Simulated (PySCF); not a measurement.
SMILES Cl[C]Cl (CCl2), singlet, CAM-B3LYP/def2-SVP optimised geometry. Atoms within 1.6 Å of the plane z = 0.0 Å (x, y, z in Å): Cl1 (-1.14, 0.81, 0.00), C2 (-0.57, -0.81, 0.00), Cl3 (1.14, -0.81, 0.00).

Computed with CAM-B3LYP/def2-TZVP run with PySCF. Cells within 0.4 Å of a nucleus heavier than hydrogen are left out (blank, or x).

Map of the log10 of the electron density (e/bohr³), floored at −4 on the plane z = 0.0 Å:

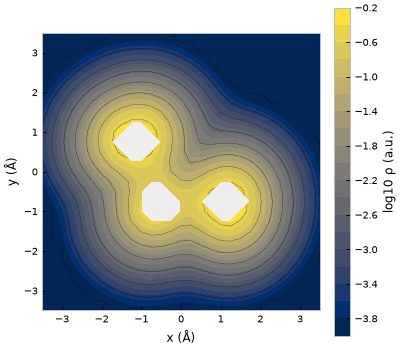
*Log10 of the electron density (e/bohr³), floored at −4 on the plane z = 0.0 Å.*
